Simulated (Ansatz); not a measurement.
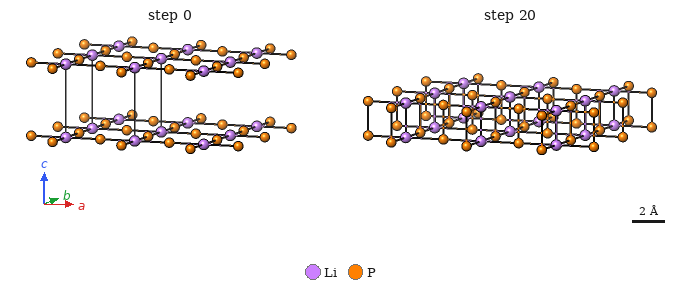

The structure of solid LiP2 (a generated structure, set up in P4/mmm) before (left) and after (right) a relaxation, at one scale.

The picture is a ball-and-stick view of the cell of the calculation, repeated 2 × 2 × 1 with one cell outlined, seen slightly off an axis.

The calculation used Ansatz, DFT PBE, scalar-relativistic, plane waves, PAW.

Input file:
```yaml
crystal:
  lattice:
    - [4.65692999, 0.0, 0.0]
    - [0.0, 4.65692999, 0.0]
    - [0.0, 0.0, 4.65692999]
  atoms:
    - { symbol: Li, position: [0.0, 0.0, 0.0] }
    - { symbol: P, position: [0.5, 0.0, 0.0] }
    - { symbol: P, position: [0.0, 0.5, 0.0] }
basis:
  ecutwfc: 420
kpoints:
  mp_grid: { grid: [10, 10, 10] }
hamiltonian:
  xc: pbe
scf:
  occupations: { method: gaussian, width: 0.1 }
output:
  forces: true
  stress: true
  eigenvalues: true
relax:
  adjacent_minimum: "off"
  f_tol: 0.01
  max_steps: 80
  cell: { stress_tol: 0.05 }
```

Run as
```bash
ansatz run input.yaml --threads 1 --pin off --max-ram 2048MiB --backend cpu --events-out ev --progress --plain --runs-dir out
```

Q: What changed between the two?

A: No atom moves by more than 0.005 Å relative to the cell. The drawn cell changes as follows: a = b 4.657 → 5.079 Å (+9.1 %), c 4.657 → 2.186 Å (−53.1 %); the volume changes by −44.2 %. Among the contacts that change: P2–P2 4.657 → 2.186 Å, Li1–Li1 4.657 → 2.186 Å, Li1–P2 2.328 → 2.540 Å. The space group stays P4/mmm (No. 123). Over 17 accepted moves (20 points after the start) the energy falls by 888 meV per atom. All forces vanish by symmetry, so only the cell relaxes. The pressure goes from −3.99 to 0.01 GPa. The line search rejected the trial step at point 14 of the run. At 2 points the geometry stayed and the basis and grid were re-selected for the new cell (energy shift of 0.5 meV per atom at most each time). The run took 5.5 min on 1 thread of Arm Neoverse N1 (shared host), peak memory 0.45 GiB.
